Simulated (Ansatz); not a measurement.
# AlSi (quartet): one geometry, many settings at distance Si1–Al2 = 2.416 Å

Aim: run AlSi (quartet) at one geometry under a spread of methods and options, and see what each costs and gives.

Program: Ansatz 0.2.0, Gaussian basis. Level of theory: the settings change from run to run. These are calculated values, not measurements.

13 further runs of the same task are left out: 1 for a mislabelled method, 9 that didn't finish, 3 set aside as unsound or not needed.

## (1) The system

The geometry derives from a PBE0/def2-TZVP stationary point (not a proven minimum). One bond is set to the value named and the two fragments are kept rigid.

2 atoms, charge 0, spin multiplicity 4.

Atoms are counted from 1 here; the program's logs count them from 0.

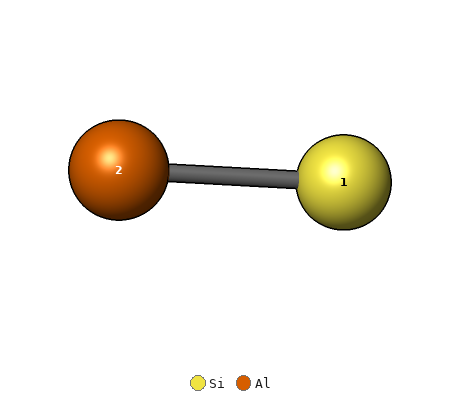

The structure; silicon yellow, aluminium orange; atoms are numbered from 1 in the order of the file.

## (2) BCCD(T)/STO-3G

The input, in.yaml:

```yaml
crystal:
  periodic: [false, false, false]
  atoms:
    - {symbol: Si, position_ang: [0.000000, 0.000000, 0.000000]}
    - {symbol: Al, position_ang: [0.000000, 0.000000, 2.416200]}
basis:
  gaussian: {orbitals: STO-3G, fitting: {mean_field: def2-universal-jkfit}}
magnetization: {spin_polarized: true, initial_magnetization: 3}
hamiltonian: {xc: {name: PBE}}
correlation: {method: bccd_t, electrons: valence, diis_vectors: 2}
scf: {omitted_lower_state_checks: [cluster_reference]}
output: {forces: true}
```

On the command line:

```
ansatz run in.yaml --threads 1 --pin off --events-out ev --progress --plain --max-ram 2393MiB
```

The log of the run, cut to the lines that bear on the results:

```text
Functional definition: PBE
  name "PBE"
  cite "Perdew, Burke & Ernzerhof, Phys. Rev. Lett. 77, 3865 (1996) doi:10.1103/PhysRevLett.77.3865"
  parent pbe
[...]
256 factors; integrals over basis functions are off by at most 7.5e-3 eV
[...]
mean field -14289.13260754 eV, -525.1159378051 hartree, gradient 4.0e-6 eV, S^2 3.750908; 2 other end points of the search recorded, 0 dependent functions left out
10 core orbitals not correlated: weight in the atoms' cores, before any rotation towards them, 0.999 or more for the frozen orbitals, at most 0.000 for the correlated occupied ones
reference -14270.05856284 eV, -524.4149795913 hartree; 5, 2 occupied and 3, 6 virtual orbitals, 256 factors
second order -1.39121872 eV of doubles, -0.30806668 eV of singles
cycle   1  -1.76530287 eV  change   -8.5e-2 eV  update   1.1e-1
[...]
cycle  18  -2.00267492 eV  change   -9.9e-7 eV  update   1.6e-6
perturbative correction -0.07089934 eV, -0.0026055025 hartree
[...]
Total energy: -14272.13213710 eV, -524.4911820397 hartree
Atom 0 at     0.000000     0.000000     0.000000 Å, force     0.000000     0.000000     1.911360 eV/Å
Atom 1 at     0.000000     0.000000     2.416200 Å, force     0.000000     0.000000    -1.911360 eV/Å
Dipole moment:     0.000000     0.000000     0.553718 e Å
Checks for a lower state left out: cluster_reference
```

Run time: 2.4 s. Hardware: 1 thread of AMD EPYC, shared host.

From the report: ⟨S²⟩ of the determinant 3.751 (pure quartet: 3.75); correlation -2.0736 eV; largest double amplitude 0.09.

## (3) CCSD on UHF/def2-mTZVP

The input, in.yaml:

```yaml
crystal:
  periodic: [false, false, false]
  atoms:
    - {symbol: Si, position_ang: [0.000000, 0.000000, 0.000000]}
    - {symbol: Al, position_ang: [0.000000, 0.000000, 2.416200]}
basis:
  gaussian: {orbitals: def2-mTZVP}
magnetization: {spin_polarized: true, initial_magnetization: 3}
correlation: {method: ccsd, electrons: outside_noble_gas}
scf: {lower_state_search: off}
output: {forces: true}
```

The command is unchanged.

The log of the run, cut to the lines that bear on the results:

```text
Functional definition: HF
  name "HF"
  cite "Fock, Z. Phys. 61, 126 (1930) doi:10.1007/BF01340294"
  parent pbe
[...]
373 factors; integrals over basis functions are off by at most 9.2e-4 eV
[...]
mean field -14443.16925431 eV, -530.7766801643 hartree, gradient 2.1e-6 eV, S^2 3.766664; 0 other end points of the search recorded, 0 dependent functions left out
10 core orbitals not correlated: weight in the atoms' cores, before any rotation towards them, 1.000 or more for the frozen orbitals, at most 0.000 for the correlated occupied ones
reference -14443.16925431 eV, -530.7766801643 hartree; 5, 2 occupied and 29, 32 virtual orbitals, 373 factors
second order -2.35694967 eV of doubles, -0.00000000 eV of singles
cycle   1  -2.82390350 eV  change   -4.7e-1 eV  update   8.3e-2
[...]
cycle  14  -3.10618228 eV  change   -2.9e-7 eV  update   3.5e-7
[...]
Total energy: -14446.27543660 eV, -530.8908302578 hartree
Atom 0 at     0.000000     0.000000     0.000000 Å, force     0.000000    -0.000000    -0.134219 eV/Å
Atom 1 at     0.000000     0.000000     2.416200 Å, force    -0.000000     0.000000     0.134219 eV/Å
Dipole moment:    -0.000000     0.000000     0.345940 e Å
Checks for a lower state left out: starts, cluster_reference, orbital_swaps, neighbouring_geometries, increment
```

Run time: 2.5 s. Hardware: 1 thread of AMD EPYC, shared host.

From the report: ⟨S²⟩ of the determinant 3.767 (pure quartet: 3.75); correlation -3.1062 eV; T1 0.042; largest double amplitude 0.09.

## (4) MRCISD+Q(5,6)/def2-SVP

The input, in.yaml:

```yaml
crystal:
  periodic: [false, false, false]
  atoms:
    - {symbol: Si, position_ang: [0.000000, 0.000000, 0.000000]}
    - {symbol: Al, position_ang: [0.000000, 0.000000, 2.416200]}
basis:
  gaussian: {orbitals: def2-SVP}
magnetization: {spin_polarized: false, initial_magnetization: 3}
correlation: {method: fic_mrcisd_q, electrons: outside_noble_gas, active_space: {window: {electrons: 5, orbitals: 6}}}
```

Same command.

The log of the run, cut to the lines that bear on the results:

```text
Functional definition: HF
  name "HF"
  cite "Fock, Z. Phys. 61, 126 (1930) doi:10.1007/BF01340294"
  parent pbe
[...]
324 factors; integrals over basis functions are off by at most 1.3e-3 eV
[...]
mean field -14438.35565408 eV, -530.5997836184 hartree, gradient 5.0e-6 eV, S^2 3.750000; 2 other end points of the search recorded, 0 dependent functions left out
reference -14438.35565408 eV, -530.5997836184 hartree; 15, 12 occupied and 21, 24 virtual orbitals, 324 factors
state -14439.14494458 eV, -530.6287895094 hartree
contracted CI cycle   1: correlation 0.00000000 eV, 0.0000000000 hartree, residual 9.57e0 eV
contracted CI cycle   2: correlation -2.53643005 eV, -0.0932120849 hartree, residual 1.67e0 eV
contracted CI cycle   3: correlation -2.61691240 eV, -0.0961697569 hartree, residual 4.67e-1 eV
contracted CI cycle   4: correlation -2.62385437 eV, -0.0964248696 hartree, residual 1.58e-1 eV
contracted CI cycle   5: correlation -2.62455481 eV, -0.0964506102 hartree, residual 5.23e-2 eV
contracted CI cycle   6: correlation -2.62462569 eV, -0.0964532152 hartree, residual 1.57e-2 eV
contracted CI cycle   7: correlation -2.62463287 eV, -0.0964534790 hartree, residual 4.60e-3 eV
contracted CI cycle   8: correlation -2.62463354 eV, -0.0964535035 hartree, residual 1.49e-3 eV
contracted CI cycle   9: correlation -2.62463362 eV, -0.0964535064 hartree, residual 5.49e-4 eV
state -14439.14494458 eV, -530.6287895094 hartree; corrected -14441.99933500 eV, -530.7336864224 hartree
Total energy: -14441.99933500 eV, -530.7336864224 hartree
```

Run time: 1.9 s. Hardware: 1 thread of AMD EPYC, shared host.

From the report: 24 determinants; active occupations 1.89, 1.01, 0.99, 0.99, 0.06, 0.06.

## (5) CCSDT(Q)/B on ROHF/STO-3G

The input, in.yaml:

```yaml
crystal:
  periodic: [false, false, false]
  atoms:
    - {symbol: Si, position_ang: [0.000000, 0.000000, 0.000000]}
    - {symbol: Al, position_ang: [0.000000, 0.000000, 2.416200]}
basis:
  gaussian: {orbitals: STO-3G, point_charges: [{charge: 1.00, position_ang: [2.941, -0.902, -0.390]}]}
magnetization: {spin_polarized: false, initial_magnetization: 3}
correlation: {method: ccsdt_q_b, electrons: all}
```

Same command.

The log of the run, cut to the lines that bear on the results:

```text
Functional definition: HF
  name "HF"
  cite "Fock, Z. Phys. 61, 126 (1930) doi:10.1007/BF01340294"
  parent pbe
[...]
288 factors; integrals over basis functions are off by at most 2.6e-8 eV
[...]
mean field -14271.29597660 eV, -524.4604537081 hartree, gradient 2.9e-6 eV, S^2 3.750000; 3 other end points of the search recorded, 0 dependent functions left out
determinant -14271.29597660 eV, -524.4604537081 hartree, with singles and doubles -14272.93437007 eV, -524.5206635577 hartree
determinant -14268.00992702 eV, -524.3396936134 hartree, with singles and doubles -14269.35465968 eV, -524.3891116273 hartree
determinant -14268.00952038 eV, -524.3396786697 hartree, with singles and doubles -14269.51946454 eV, -524.3951680941 hartree
determinant -14267.92063135 eV, -524.3364120582 hartree, with singles and doubles -14269.46958517 eV, -524.3933350613 hartree
reference -14271.29597660 eV, -524.4604537081 hartree; 15, 12 occupied and 3, 6 virtual orbitals, 288 factors
second order -1.07819919 eV of doubles, -0.03699941 eV of singles
cycle   1  -1.37354359 eV  change   -2.6e-1 eV  update   7.8e-2
[...]
cycle  15  -1.70349281 eV  change    2.5e-6 eV  update   2.4e-6
perturbative correction -0.00300793 eV, -0.0001105394 hartree
Total energy: -14273.00247734 eV, -524.5231664535 hartree
```

Run time: 8 s. Hardware: 1 thread of AMD EPYC, shared host.

From the report: correlation -1.7065 eV; T1 0.021; largest double amplitude 0.10.

## (6) NEVPT4(SD)(3,4)/def2-mTZVP

The input, in.yaml:

```yaml
crystal:
  periodic: [false, false, false]
  atoms:
    - {symbol: Si, position_ang: [0.000000, 0.000000, 0.000000]}
    - {symbol: Al, position_ang: [0.000000, 0.000000, 2.416200]}
basis:
  gaussian: {orbitals: def2-mTZVP}
magnetization: {spin_polarized: false, initial_magnetization: 3}
correlation: {method: fic_nevpt4_sd, electrons: valence, active_space: {window: {electrons: 3, orbitals: 4}, states: [{multiplicity: 4, weights: [0.5, 0.5, 1]}], root: 0}}
scf: {lower_state_search: full}
```

The command is unchanged.

The log of the run, cut to the lines that bear on the results:

```text
Functional definition: HF
  name "HF"
  cite "Fock, Z. Phys. 61, 126 (1930) doi:10.1007/BF01340294"
  parent pbe
[...]
633 factors; integrals over basis functions are off by at most 1.3e-7 eV
[...]
mean field -14443.10358180 eV, -530.7742667439 hartree, gradient 2.4e-6 eV, S^2 3.750000; 7 other end points of the search recorded, 0 dependent functions left out
reference -14443.10358180 eV, -530.7742667439 hartree; 15, 12 occupied and 29, 32 virtual orbitals, 633 factors
state -14442.79237902 eV, -530.7628302527 hartree
state -14440.58244249 eV, -530.6816165831 hartree
state -14440.57567124 eV, -530.6813677442 hartree
state -14442.79237902 eV, -530.7628302527 hartree; corrected -14446.36818435 eV, -530.8942386748 hartree
state -14440.58244249 eV, -530.6816165831 hartree; corrected -14443.72479721 eV, -530.7970959892 hartree
state -14440.57567124 eV, -530.6813677442 hartree; corrected -14443.89467944 eV, -530.8033390460 hartree
an earlier search ended where averaged states of different weights were degenerate, so these states were given the mean of their weights and the orbitals were optimised with it; in the result, neighbours among these states lie up to 6.8e-3 eV apart
Total energy: -14446.36818435 eV, -530.8942386748 hartree
```

Wall time 8 s (1 thread of AMD EPYC, shared host).

From the report: 2 determinants; active occupations (of the averaged states) 1.00, 0.75, 0.62, 0.62.

## (7) CASSCF(3,5)/def2-SVP

The input, in.yaml:

```yaml
crystal:
  periodic: [false, false, false]
  atoms:
    - {symbol: Si, position_ang: [0.000000, 0.000000, 0.000000]}
    - {symbol: Al, position_ang: [0.000000, 0.000000, 2.416200]}
basis:
  gaussian: {orbitals: def2-SVP}
magnetization: {spin_polarized: false, initial_magnetization: 3}
correlation: {active_space: {window: {electrons: 3, orbitals: 5}}}
accuracy: high
```

Launched as before.

The log of the run:

```text
Functional definition: HF
  name "HF"
  cite "Fock, Z. Phys. 61, 126 (1930) doi:10.1007/BF01340294"
  parent pbe
  exchange = exact_x
  correlation = 0
562 factors; integrals over basis functions are off by at most 3.6e-9 eV
mean field evaluation 1: about -14438.0513 eV, gradient 4.0e0 eV
mean field evaluation 2: about -14438.0542 eV, gradient 4.0e0 eV
mean field evaluation 4: about -14438.3067 eV, gradient 1.1e0 eV
mean field evaluation 8: about -14438.3495 eV, gradient 2.2e-1 eV
mean field evaluation 16: about -14437.0574 eV, gradient 6.7e0 eV
mean field -14438.35567672 eV, -530.5997844505 hartree, gradient 2.9e-8 eV, S^2 3.750000; 2 other end points of the search recorded, 0 dependent functions left out
reference -14438.35567672 eV, -530.5997844505 hartree; 15, 12 occupied and 21, 24 virtual orbitals, 562 factors
state -14438.47655087 eV, -530.6042264935 hartree
Total energy: -14438.47655087 eV, -530.6042264935 hartree
```

Wall time 7.5 s (1 thread of AMD EPYC, shared host).

From the report: 10 determinants; active occupations 1.00, 0.99, 0.99, 0.01, 0.01.

## (8) All runs side by side

| level | correlated | functions | energy (eV) | time |
| --- | --- | --- | --- | --- |
| BCCD(T)/STO-3G (on PBE orbitals) | valence | 18 | -14272.1321 | 2.4 s |
| CCSD on UHF/def2-mTZVP | outside noble gas | 44 | -14446.2754 | 2.5 s |
| MRCISD+Q(5,6)/def2-SVP | outside noble gas | 36 | -14441.9993 | 1.9 s |
| CCSDT(Q)/B on ROHF/STO-3G (beside a point charge) | all | 18 | -14273.0025 | 8 s |
| NEVPT4(SD)(3,4)/def2-mTZVP (lowest root of an average) | valence | 44 | -14446.3682 | 8 s |
| CASSCF(3,5)/def2-SVP |  | 36 | -14438.4766 | 7.5 s |

## (9) Outcome

| quantity | value |
| --- | --- |
| runs | 6 |
| quickest | MRCISD+Q(5,6)/def2-SVP, 1.9 s |
| slowest | NEVPT4(SD)(3,4)/def2-mTZVP (lowest root of an average), 8 s |

What this shows: Total energies in different bases, with other cores or another treatment of relativity can't be set against each other. NEVPT4(SD)(3,4)/def2-mTZVP (lowest root of an average) took 4 times as long as MRCISD+Q(5,6)/def2-SVP; the jobs differ in more than the method.
